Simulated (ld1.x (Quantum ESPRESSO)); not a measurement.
# Pseudopotential generation for boron: ultrasoft, BP86

Aim: build the potential from the settings below, then test how well it stands in for the atom: other configurations, scattering, ghost states and the plane-wave cutoff that it needs.

Method: ld1.x (Quantum ESPRESSO) 7.5, BP86, scalar-relativistic.

## (1) The atom and the settings

The settings as typed:

```
element                 : boron (B, Z = 5)
type                    : ultrasoft
frozen core             : [He]
valence charge          : 3
reference configuration : 2s2 2p1
partial waves           : 2s (bound): rcut 1.40, rcutus 1.70 bohr; 2s channel at 0.45 Ry: rcut 1.40, rcutus 1.70 bohr; 2p (bound): rcut 1.70, rcutus 1.85 bohr; 2p channel at 4.85 Ry: rcut 1.70, rcutus 1.85 bohr; 3d channel at -0.15 Ry: rc 1.80 bohr
local potential         : the d channel
core correction         : a·sin(br)/r model core inside 1.70 bohr
augmentation charge     : PSQ, radius 1.40 bohr
```

An earlier all-electron run gives the scale for the radii.

All-electron outer shells of the reference configuration (BP86, scalar-relativistic, ld1.x):

```csv
shell,level (eV),outermost node (bohr),outermost maximum (bohr)
1s,-180.91,–,0.21
2s,-9.55,0.46,1.52
2p,-3.69,–,1.57
```

## (2) The generation run

B.in reads:

```
 &input
   title='B', zed=5., rel=1, dft='BP', iswitch=3,
   config='[He] 2s2 2p1 3d-2',
   nld=3, rlderiv=2.00, eminld=-3.0, emaxld=5.0, deld=0.02
 /
 &inputp
   pseudotype=3, tm=.true., lloc=2,
   nlcc=.true., rcore=1.70,
   which_augfun='PSQ', rmatch_augfun=1.40,
   file_pseudopw='B.UPF', file_wfcaegen='ae.wfc', file_wfcncgen='nc.wfc', file_beta='beta', file_chi='chi', file_wfcusgen='us.wfc'
 /
5
2S  1  0   2.00   0.00  1.40  1.70  0.0
2S  1  0   0.00   0.45  1.40  1.70  0.0
2P  2  1   1.00   0.00  1.70  1.85  0.0
2P  2  1   0.00   4.85  1.70  1.85  0.0
3D  3  2  -2.00  -0.15  1.80  1.80  0.0
 &test
   configts(1)='2s2 2p1'
 /
```

Command:

```bash
ld1.x < B.in > B.out
```

The output, B.out (without the banner and most projector matrices):

```text
     Program LD1 v.7.5
     --------------------------- All-electron run ----------------------------

     B
     scalar relativistic calculation

     atomic number is  5.00
     dft =BP   lsd =0 sic =0 latt =0  beta=0.20 tr2=1.0E-14
     Exchange-correlation= BP
                           (   1   1   1   1   0   0   0)
     mesh =1059 r(mesh) = 101.04461 a.u. xmin = -7.00 dx = 0.01250
     1 Ry =  13.60569312 eV, c = 137.03599908

     n l     nl                  e(Ry)          e(Ha)          e(eV)
     1 0     1S 1( 2.00)       -13.2966        -6.6483      -180.9089
     2 0     2S 1( 2.00)        -0.7017        -0.3508        -9.5467
     2 1     2P 1( 1.00)        -0.2714        -0.1357        -3.6927

     final scf error:  3.0E-16 reached in  24 iterations

     Etot =     -49.286054 Ry,     -24.643027 Ha,    -670.570922 eV

     Ekin =      49.108743 Ry,      24.554371 Ha,     668.158485 eV
     Encl =    -113.847098 Ry,     -56.923549 Ha,   -1548.968681 eV
     Eh   =      23.135261 Ry,      11.567630 Ha,     314.771255 eV
     Exc  =      -7.682959 Ry,      -3.841479 Ha,    -104.531982 eV

     normalization and overlap integrals

     s(1S/1S) =  1.000000  <r> =   0.3290  <r2> =    0.1471  r(max) =   0.2103
     s(2S/2S) =  1.000000  <r> =   1.9532  <r2> =    4.6023  r(max) =   1.5152
     s(2P/2P) =  1.000000  <r> =   2.2923  <r2> =    6.7977  r(max) =   1.5731

     ------------------------ End of All-electron run ------------------------

     --------------------- Generating US pseudopotential ---------------------

      Generating local pot.: lloc=2, matching radius rcloc =   1.8000

      Computing core charge for nlcc:

       r > 1.72 : true rho core
       r < 1.72 : rho core = a sin(br)/r    a=   0.00  b=   1.69

      Integrated core pseudo-charge :   0.00
      Wfc-us  2S rcutus= 1.717  Estimated cut-off energy=    15.49 Ry
      Wfc-us  2S rcutus= 1.717  Estimated cut-off energy=    18.42 Ry
      Wfc-us  2P rcutus= 1.851  Estimated cut-off energy=    22.14 Ry
      Wfc-us  2P rcutus= 1.851  Estimated cut-off energy=    20.39 Ry

     Q pseudized with Bessel functions
     Expected ecutrho=     157.6581 due to l1=  1   l2=  1

     ------------------- End of pseudopotential generation -------------------

     [... the all-electron block is printed once more ...]


     Computing logarithmic derivative in   2.00738
     Computing logarithmic derivative in   2.00738
     Computing the partial wave expansion
     R is outside the sphere for l=    0 j= 0.00
     R is outside the sphere for l=    0 j= 0.00
     R is outside the sphere for l=    1 j= 0.00
     R is outside the sphere for l=    1 j= 0.00
       no projector for channel:   2

     ---------------------- Testing the pseudopotential ----------------------

     B
     scalar relativistic calculation

     atomic number is  5.00   valence charge is  3.00
     dft =BP   lsd =0 sic =0 latt =0  beta=0.20 tr2=1.0E-14
     mesh =1059 r(mesh) = 101.04461 xmin = -7.00 dx = 0.01250

     n l     nl             e AE (Ry)        e PS (Ry)    De AE-PS (Ry)
     1 0     2S   1( 2.00)       -0.70167       -0.70167        0.00000
     2 1     2P   1( 1.00)       -0.27141       -0.27141        0.00000

     eps = 3.5E-15  iter =  7

     Etot =     -49.286054 Ry,     -24.643027 Ha,    -670.570922 eV
     Etotps =    -5.218185 Ry,      -2.609092 Ha,     -70.997018 eV

     Ekin =       2.428758 Ry,       1.214379 Ha,      33.044933 eV
     Encl =     -10.901176 Ry,      -5.450588 Ha,    -148.318049 eV
     Ehrt =       4.002142 Ry,       2.001071 Ha,      54.451922 eV
     Ecxc =      -1.635340 Ry,      -0.817670 Ha,     -22.249931 eV
     (Ecc =      -0.000445 Ry,      -0.000223 Ha,      -0.006059 eV)
     Epseu=       0.887431 Ry,       0.443715 Ha,      12.074107 eV

     ---------------------- End of pseudopotential test ----------------------
```

Run time: 1.1 s. Hardware: 1 thread, shared host. (Generation and the later configuration tests together.)

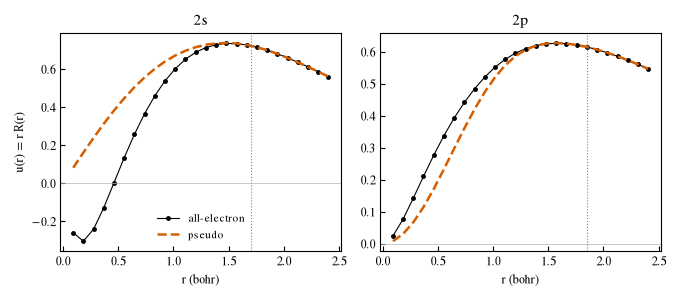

All-electron and pseudo partial waves (2s, 2p), with the matching radii dotted. The curves join 26 sampled radii.

## (3) Transferability test

B.test.in reads:

```
 &input
   title='B', zed=5., rel=1, dft='BP', iswitch=2,
   config='[He] 2s2 2p1 3d-2'
 /
 &test
   file_pseudo='B.UPF', nconf=8,
   configts(1)='2s2 2p1',
   configts(2)='2s2 2p0',
   configts(3)='2s1 2p0',
   configts(4)='2s2 2p0.5',
   configts(5)='2s1 2p1',
   configts(6)='2s2 2p1.3',
   configts(7)='2s1 2p2',
   configts(8)='2s0 2p3'
 /
```

Command:

```bash
ld1.x < B.test.in > B.test.out
```

B.test.out, the pseudopotential blocks, each with the warnings that came before it:

```text
     ---------------------- Testing the pseudopotential ----------------------

     B
     scalar relativistic calculation

     atomic number is  5.00   valence charge is  3.00
     dft =BP   lsd =0 sic =0 latt =0  beta=0.20 tr2=1.0E-14
     mesh =1059 r(mesh) = 101.04461 xmin = -7.00 dx = 0.01250

     n l     nl             e AE (Ry)        e PS (Ry)    De AE-PS (Ry)
     1 0     2S   1( 2.00)       -0.70167       -0.70167        0.00000
     2 1     2P   1( 1.00)       -0.27141       -0.27141        0.00000

     eps = 7.9E-15  iter =  8

     Etot =     -49.286054 Ry,     -24.643027 Ha,    -670.570922 eV
     Etotps =    -5.218185 Ry,      -2.609092 Ha,     -70.997017 eV

     Ekin =       2.428758 Ry,       1.214379 Ha,      33.044932 eV
     Encl =     -10.901175 Ry,      -5.450588 Ha,    -148.318048 eV
     Ehrt =       4.002142 Ry,       2.001071 Ha,      54.451922 eV
     Ecxc =      -1.635340 Ry,      -0.817670 Ha,     -22.249931 eV
     (Ecc =      -0.000445 Ry,      -0.000223 Ha,      -0.006059 eV)
     Epseu=       0.887431 Ry,       0.443715 Ha,      12.074107 eV

     ---------------------- End of pseudopotential test ----------------------

     Warning: convergence not achieved
     ---------------------- Testing the pseudopotential ----------------------

     B
     [...]
     n l     nl             e AE (Ry)        e PS (Ry)    De AE-PS (Ry)
     1 0     2S   1( 2.00)       -1.44056       -1.44332        0.00276
     2 1     2P   1( 0.00)       -0.98495       -0.94967       -0.03529  !

     eps = 2.5E-11  iter =201

     Etot =     -48.677094 Ry,     -24.338547 Ha,    -662.285605 eV
     Etotps =    -4.616263 Ry,      -2.308132 Ha,     -62.807459 eV
     dEtot_ae =       0.608960 Ry
     dEtot_ps =       0.601921 Ry,   Delta E=       0.007038 Ry

     [...]
     ---------------------- End of pseudopotential test ----------------------

     Warning: convergence not achieved
     ---------------------- Testing the pseudopotential ----------------------

     B
     [...]
     n l     nl             e AE (Ry)        e PS (Ry)    De AE-PS (Ry)
     1 0     2S   1( 1.00)       -2.31860       -2.32059        0.00199
     2 1     2P   1( 0.00)       -1.87071       -1.82439       -0.04632  !

     eps = 9.2E+00  iter =201

     Etot =     -46.802423 Ry,     -23.401211 Ha,    -636.779399 eV
     Etotps =    -2.738597 Ry,      -1.369299 Ha,     -37.260517 eV
     dEtot_ae =       2.483631 Ry
     dEtot_ps =       2.479587 Ry,   Delta E=       0.004044 Ry

     [...]
     ---------------------- End of pseudopotential test ----------------------

     ---------------------- Testing the pseudopotential ----------------------

     B
     [...]
     n l     nl             e AE (Ry)        e PS (Ry)    De AE-PS (Ry)
     1 0     2S   1( 2.00)       -1.04585       -1.04773        0.00189
     2 1     2P   1( 0.50)       -0.59939       -0.59579       -0.00360

     eps = 8.2E-15  iter = 23

     Etot =     -49.070991 Ry,     -24.535495 Ha,    -667.644841 eV
     Etotps =    -5.003763 Ry,      -2.501881 Ha,     -68.079661 eV
     dEtot_ae =       0.215063 Ry
     dEtot_ps =       0.214422 Ry,   Delta E=       0.000641 Ry

     [...]
     ---------------------- End of pseudopotential test ----------------------

     ---------------------- Testing the pseudopotential ----------------------

     B
     [...]
     n l     nl             e AE (Ry)        e PS (Ry)    De AE-PS (Ry)
     1 0     2S   1( 1.00)       -1.44861       -1.44539       -0.00321
     2 1     2P   1( 1.00)       -0.99508       -0.99878        0.00371

     eps = 1.0E-14  iter = 10

     Etot =     -48.222548 Ry,     -24.111274 Ha,    -656.101196 eV
     Etotps =    -4.156023 Ry,      -2.078011 Ha,     -56.545567 eV
     dEtot_ae =       1.063505 Ry
     dEtot_ps =       1.062162 Ry,   Delta E=       0.001343 Ry

     [...]
     ---------------------- End of pseudopotential test ----------------------

     ---------------------- Testing the pseudopotential ----------------------

     B
     [...]
     n l     nl             e AE (Ry)        e PS (Ry)    De AE-PS (Ry)
     1 0     2S   1( 2.00)       -0.52651       -0.52562       -0.00090
     2 1     2P   1( 1.30)       -0.10849       -0.10887        0.00038

     eps = 5.1E-15  iter = 11

     Etot =     -49.342305 Ry,     -24.671153 Ha,    -671.336263 eV
     Etotps =    -5.274516 Ry,      -2.637258 Ha,     -71.763452 eV
     dEtot_ae =      -0.056252 Ry
     dEtot_ps =      -0.056332 Ry,   Delta E=       0.000080 Ry

     [...]
     ---------------------- End of pseudopotential test ----------------------

     ---------------------- Testing the pseudopotential ----------------------

     B
     [...]
     n l     nl             e AE (Ry)        e PS (Ry)    De AE-PS (Ry)
     1 0     2S   1( 1.00)       -0.73775       -0.73216       -0.00559  !
     2 1     2P   1( 2.00)       -0.30609       -0.30831        0.00222

     eps = 4.3E-15  iter =  9

     Etot =     -48.855044 Ry,     -24.427522 Ha,    -664.706733 eV
     Etotps =    -4.791561 Ry,      -2.395780 Ha,     -65.192507 eV
     dEtot_ae =       0.431010 Ry
     dEtot_ps =       0.426624 Ry,   Delta E=       0.004386 Ry

     [...]
     ---------------------- End of pseudopotential test ----------------------

     ---------------------- Testing the pseudopotential ----------------------

     B
     [...]
     n l     nl             e AE (Ry)        e PS (Ry)    De AE-PS (Ry)
     1 0     2S   1( 0.00)       -0.76761       -0.75759       -0.01001  !
     2 1     2P   1( 3.00)       -0.33500       -0.33693        0.00193

     eps = 6.9E-15  iter = 12

     Etot =     -48.422867 Ry,     -24.211433 Ha,    -658.826667 eV
     Etotps =    -4.369438 Ry,      -2.184719 Ha,     -59.449236 eV
     dEtot_ae =       0.863187 Ry
     dEtot_ps =       0.848746 Ry,   Delta E=       0.014440 Ry

     [...]
     ---------------------- End of pseudopotential test ----------------------
```

1 test gave no usable energy difference (2s1 2p0).

Energies count from the reference configuration 2s2 2p1; the error is all-electron less pseudo. A star marks tests that logged a warning.

```csv
valence configuration,charge,ΔE all-electron (eV),error AE − PS (meV)
2s2 2p0 *,+1,8.285,+96
2s2 2p0.5,+0.5,2.926,+8.7
2s1 2p1,+1,14.470,+18
2s2 2p1.3,-0.3,-0.765,+1.1
2s1 2p2,0,5.864,+60
2s0 2p3,0,11.744,+196
```

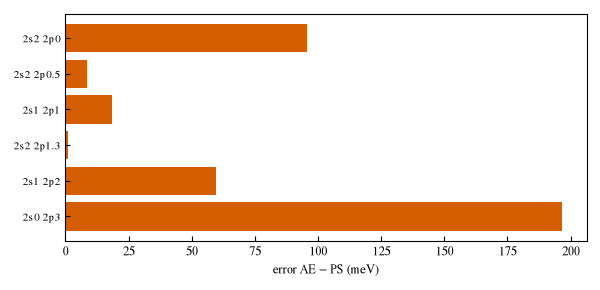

Error of the potential in each test configuration.

## (4) Logarithmic derivatives

Taken from the files of the generation run. The phase is arctan(r·u′/u) with u = r·R, unwrapped, with energies in Ry. A pole is an energy at which the radial function vanishes at the test radius. The pseudo phase is shifted by a multiple of π to meet the all-electron one at the reference energy. Levels narrower than the energy grid can be missing from the poles. The last column is the largest difference on the grid between −1 and +1 Ry.

```tsv
channel	radius (bohr)	reference (Ry)	poles AE	poles PS	window around the reference with phases within 0.05 rad (Ry)	largest difference near zero (rad)
s	2.01	-0.70	1.08	1.08	below 5.0	0.000
p	2.01	-0.27	1.21	1.25	the whole range	0.009
d	2.01	-0.15	none	none	the whole range	0.000
```

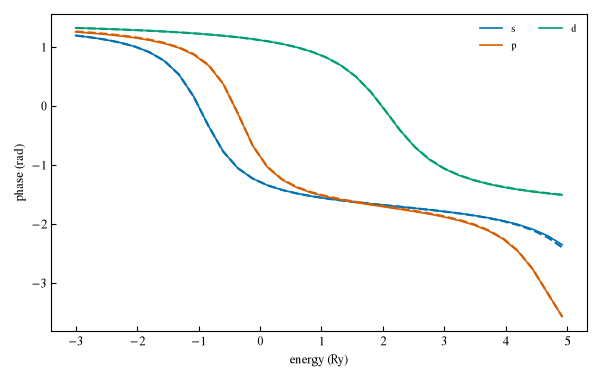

All-electron (solid) and pseudo (dashed) phases against energy.

## (5) Cutoff and ghost test in a Bessel basis

A separate test, outside the generator: the pseudo-atom's Hamiltonian at the reference potential is diagonalised in spherical Bessel functions j_l(qr) that vanish at 20 bohr, with q² up to the cutoff.

All-electron valence levels (Ry): 2s -0.7017, 2p -0.2714. The lowest levels of each channel (Ry) by cutoff; the last column sums, over occupied levels, occupation times the distance from the level at 400 Ry. A positive value at high cutoff is not a bound level.

```
cutoff (Ry)     s #1     p #1    d #1    f #1  Σ f·Δε (mRy)
          8  -0.7015  -0.2278  0.0602  0.1068          44.2
         10  -0.7016  -0.2442  0.0602  0.1068          27.6
         12  -0.7016  -0.2532  0.0602  0.1068          18.5
         15  -0.7017  -0.2646  0.0602  0.1068           7.1
         18  -0.7017  -0.2696  0.0602  0.1068           2.1
         21  -0.7017  -0.2712  0.0602  0.1068           0.4
         25  -0.7017  -0.2714  0.0602  0.1068           0.1
         30  -0.7018  -0.2714  0.0602  0.1068           0.1
        400  -0.7018  -0.2715  0.0602  0.1068           0.0
```

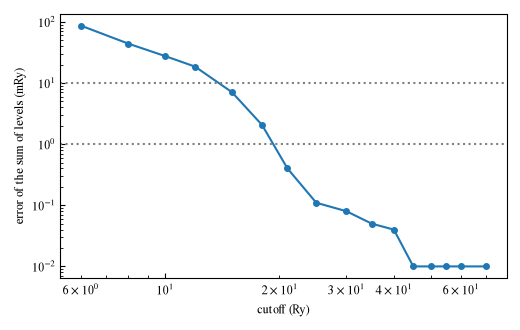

Occupation-weighted error of the valence levels against the cutoff; the dotted lines mark 10 and 1 mRy.

The sum stays within 10 mRy from 15 Ry and within 1 mRy from 21 Ry. The sum leaves out empty levels, which can need more. Ghost test: no level below the all-electron spectrum of its channel (s, p, d, f tested).

## (6) Results

| quantity | value |
| --- | --- |
| cutoffs for 10 and 1 mRy, occupied levels | 15 Ry and 21 Ry |
| bound ghosts | none found |
| largest test error (AE − PS) | +196 meV, for 2s0 2p3 (1 test unsolved) |
| largest phase difference near zero energy, channels read | 0.009 rad |
| lowest eigenvalue of the overlap (Bessel basis) | 0.547 (s) |
| density cutoff estimated by the generator | 158 Ry |

The worst unpolarised test, 2s0 2p3, is off by 196 meV on 11.7 eV; by total energies transferability rates as poor. Of the tests 1 gave no usable energy difference, which is a warning in itself. It counts as soft on the atom at that tolerance, with 15 Ry needed at the looser tolerance. The slowest occupied level is 2p: taken alone it needs 21 Ry to come within 1 mRy, against 8 Ry for 2s. It is free of bound ghosts as far as tested. Near zero energy the phases of the channels with partial waves agree within 0.009 rad.
